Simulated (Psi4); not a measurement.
**Single-point calculation, with input and output: PH$_{2}$ (charge +1)**

The run: single-point calculation of PH$_{2}$, charge +1. Method and program: PBE0/def2-TZVP, RKS (Psi4 1.11).

The geometry is that of the parent species in another charge or spin state. The geometry comes from this level: PBE0-D4/def2-TZVP.

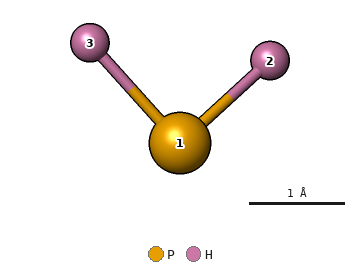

*The structure (ball-and-stick view, seen at a tilt; atoms are numbered from 1 in the order of the input).*

Bond lengths as drawn: H–P 1.42 Å.

### Key numbers

| quantity | value |
| --- | --- |
| outcome | converged |
| total energy | −342.014397 hartree |
| basis functions | 49 |
| HOMO | −16.97 eV |
| LUMO | −12.66 eV |
| hardware | 1 thread of Intel Xeon @ 2.70GHz, 189 GiB of memory available, shared host |
| wall time | 2.9 s |
| peak memory | 0.23 GiB |

### Input (h2p.inp)
```
memory 1600 mb

molecule geom {
  1 1
  P      0.99348572    -0.58462457     0.48794618
  H      0.21663820     1.98702812     0.33400909
  H     -1.21012392    -1.40240355    -0.82197417
  units bohr
  symmetry c1
}

set {
  basis def2-TZVP
  puream true
  scf_type pk
  dft_radial_points 35
  dft_spherical_points 110
}

result, w = energy('pbe0', return_wfn=True)
```

Launched with:
```bash
psi4 h2p.inp h2p.out -n 1
```

### What the program printed
```
Psi4 1.11 release

   => Loading Basis Set <=

    Name: DEF2-TZVP
    Role: ORBITAL
    Keyword: BASIS

         ---------------------------------------------------------
                                   SCF
                              RKS Reference
                        1 Threads,   1525 MiB Core
         ---------------------------------------------------------

  ==> Geometry <==

    Molecular point group: c1
    Full point group: Cs

    Geometry (in Bohr), charge = 1, multiplicity = 1:

       Center              X                  Y                   Z               Mass
    ------------   -----------------  -----------------  -----------------  -----------------
         P            0.101316944322    -0.053817661442    -0.000000000000    30.973761998420
         H           -0.652724852062     2.529205223531     0.000000000000     1.007825032230
         H           -2.461076472049    -0.875212334372    -0.000000000000     1.007825032230

  Running in c1 symmetry.

  Rotational constants: A =      9.02270  B =      8.03923  C =      4.25131 [cm^-1]
  Rotational constants: A = 270493.81645  B = 241010.12881  C = 127451.11773 [MHz]
  Nuclear repulsion =   11.408385686419805

  Charge       = 1
  Multiplicity = 1
  Electrons    = 16
  Nalpha       = 8
  Nbeta        = 8

  ==> Algorithm <==

  SCF Algorithm Type is PK.
  DIIS enabled.
  MOM disabled.
  Fractional occupation disabled.
  Guess Type is SAD.
  Energy threshold   = 1.00e-06
  Density threshold  = 1.00e-06
  Integral threshold = 1.00e-12

  ==> Primary Basis <==

  Basis Set: DEF2-TZVP
    Blend: DEF2-TZVP
    Number of shells: 21
    Number of basis functions: 49
    Number of Cartesian functions: 54
    Spherical Harmonics?: true
    Max angular momentum: 3

  ==> DFT Potential <==

   => LibXC <=

    Version 7.1.2

   => Composite Functional: PBE0 <=

    PBE0 Hyb-GGA Exchange-Correlation Functional

    Deriv               =              1
    GGA                 =           TRUE
    Meta                =          FALSE

    Exchange Hybrid     =           TRUE
    MP2 Hybrid          =          FALSE

   => Exchange Functionals <=

    0.7500   Perdew, Burke & Ernzerhof

   => Exact (HF) Exchange <=

    0.2500               HF

   => Correlation Functionals <=

    1.0000   Perdew, Burke & Ernzerhof

   => LibXC Density Thresholds  <==

    XC_HYB_GGA_XC_PBEH:  1.00E-15

   => Molecular Quadrature <=

    Radial Scheme          =       TREUTLER
    Pruning Scheme         =           NONE
    Nuclear Scheme         =       TREUTLER

    Blocking Scheme        =         OCTREE
    BS radius alpha        =              1
    Pruning alpha          =              1
    Radial Points          =             35
    Spherical Points       =            110
    Total Points           =          11326
    Total Blocks           =            121
    Max Points             =            256
    Max Functions          =             49
    Weights Tolerance      =       1.00E-15

  ==> Integral Setup <==

  Using in-core PK algorithm.
   Calculation information:
      Number of atoms:                   3
      Number of AO shells:              21
      Number of primitives:             39
      Number of atomic orbitals:        54
      Number of basis functions:        49

      Integral cutoff                 1.00e-12
      Number of threads:                 1

  Performing in-core PK
  Using 1501850 doubles for integral storage.
  We computed 26796 shell quartets total.
  Whereas there are 26796 unique shell quartets.

  ==> DiskJK: Disk-Based J/K Matrices <==

    J tasked:                  Yes
    K tasked:                  Yes
    wK tasked:                  No
    Memory [MiB]:             1128
    Schwarz Cutoff:          1E-12

  Cached 100.0% of DFT collocation blocks in 0.015 [GiB].

  Minimum eigenvalue in the overlap matrix is 1.6828570271E-02.
  Reciprocal condition number of the overlap matrix is 3.7983326338E-03.
    Using symmetric orthogonalization.

  ==> Pre-Iterations <==

  SCF Guess: Superposition of Atomic Densities via on-the-fly atomic UHF (no occupation information).

   -------------------------
    Irrep   Nso     Nmo
   -------------------------
     A         49      49
   -------------------------
    Total      49      49
   -------------------------

  ==> Iterations <==

                        Total Energy        Delta E     RMS |[F,P]|

   @RKS iter SAD:  -342.04533303373648   -3.42045e+02   0.00000e+00
   @RKS iter   1:  -342.00662207823336    3.87110e-02   4.70390e-03 ADIIS/DIIS
   @RKS iter   2:  -342.01383899514514   -7.21692e-03   1.47241e-03 ADIIS/DIIS
   @RKS iter   3:  -342.01438981566344   -5.50821e-04   6.13263e-05 DIIS
   @RKS iter   4:  -342.01439497914282   -5.16348e-06   3.41169e-05 DIIS
   @RKS iter   5:  -342.01439690234264   -1.92320e-06   3.36554e-06 DIIS
   @RKS iter   6:  -342.01439691483631   -1.24937e-08   8.61098e-07 DIIS
  Energy and wave function converged.

  ==> Post-Iterations <==

   Electrons on quadrature grid:
      Ntotal   =   15.9999426764 ; deviation = -5.732e-05

    Orbital Energies [Eh]
    ---------------------

    Doubly Occupied:

       1A    -77.604634     2A     -6.994265     3A     -5.138134
       4A     -5.124813     5A     -5.121714     6A     -0.961810
       7A     -0.700116     8A     -0.623514

    Virtual:

       9A     -0.465293    10A     -0.245043    11A     -0.199290
      12A     -0.063714    13A     -0.033967    14A     -0.033710
      15A     -0.030365    16A     -0.025343    17A      0.009028
      18A      0.013083    19A      0.121610    20A      0.212997
      21A      0.272119    22A      0.320295    23A      0.862555
      24A      0.871010    25A      0.887436    26A      0.893620
      27A      0.895075    28A      0.904219    29A      0.921408
      30A      0.936536    31A      0.961957    32A      1.018374
      33A      1.132081    34A      1.152302    35A      1.159062
      36A      1.270654    37A      1.345930    38A      1.545826
      39A      1.673040    40A      1.724915    41A      1.827448
      42A      2.111643    43A      2.250668    44A      2.374797
      45A      2.458526    46A      6.864656    47A      6.955586
      48A      6.963985    49A     13.380613

    Final Occupation by Irrep:
              A
    DOCC [     8 ]
    NA   [     8 ]
    NB   [     8 ]

  @RKS Final Energy:  -342.01439691483631

   => Energetics <=

    Nuclear Repulsion Energy =             11.4083856864198054
    One-Electron Energy =                -489.7353993045760490
    Two-Electron Energy =                 154.0681511546789011
    DFT Exchange-Correlation Energy =     -17.7555344513589510
    Empirical Dispersion Energy =           0.0000000000000000
    VV10 Nonlocal Energy =                  0.0000000000000000
    Total Energy =                       -342.0143969148362544

Computation Completed

Properties will be evaluated at   0.000000,   0.000000,   0.000000 [a0]

Properties computed using the SCF density matrix

 Multipole Moments:

 ------------------------------------------------------------------------------------
     Multipole            Electronic (a.u.)      Nuclear  (a.u.)        Total (a.u.)
 ------------------------------------------------------------------------------------

 L = 1.  Multiply by 2.5417464519 to convert [e a0] to [Debye]
 Dipole X            :          1.1894673           -1.5940472           -0.4045798
 Dipole Y            :         -0.6318232            0.8467280            0.2149048
 Dipole Z            :          0.0000000            0.0000000            0.0000000
 Magnitude           :                                                    0.4581145

 ------------------------------------------------------------------------------------

	total time  =          1 seconds =       0.02 minutes

    Psi4 run time: 0:00:01.38
```

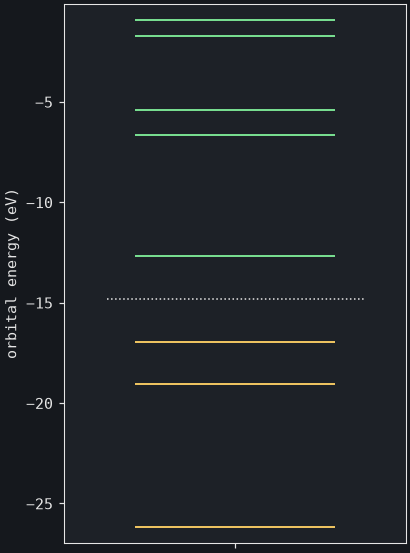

*Orbital energies near the frontier; the dotted line parts filled from empty levels, and levels within 0.02 eV of each other stand side by side.*

Highest filled −16.97 eV, lowest empty −12.66 eV, 4.31 eV apart.
